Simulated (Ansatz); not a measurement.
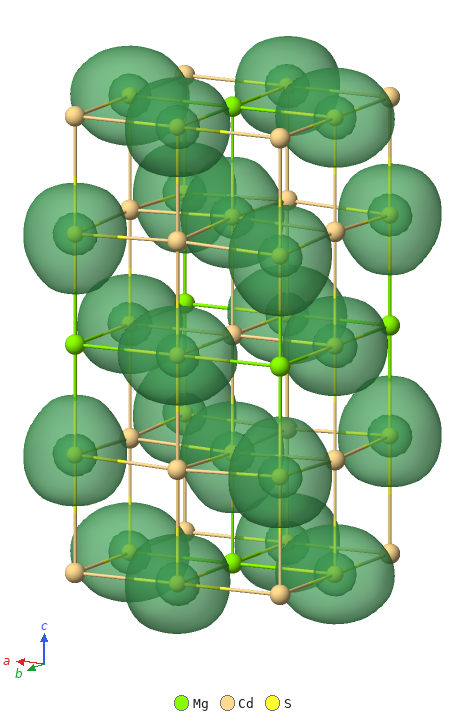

The picture shows: MgCd$_{3}$S$_{4}$. Isosurface of the electron localisation function at 0.65 (green), seen at an oblique angle. Core shells and regions of very low density are left out. Sticks mark near contacts.

Space group I4/mmm; a structure generated by program, which may or may not match a known phase.

These are results of DFT PBE, scalar-relativistic, plane waves, PAW (Ansatz 0.2.0), not measurements.

In a PAW calculation such maps are meaningful between the atoms, not at the nuclei.

**Where are the electrons localised?**

The ELF exceeds this value in eight regions wrapped around S (the valence shell of each), counted in one cell of 16 atoms. Any copies at cell faces, edges or corners count once.

Values along the shortest contacts:
Mg–S (2.63 Å): the ELF peaks at about 0.90 in the valence shell of S, 0.9 Å from its nucleus, and falls to about 0.05 next to Mg (a largely ionic contact). Cd–S (2.72 Å): the ELF peaks at about 0.85 in the valence shell of S, 0.8 Å from its nucleus, and drops to about 0.15 between the two atoms.
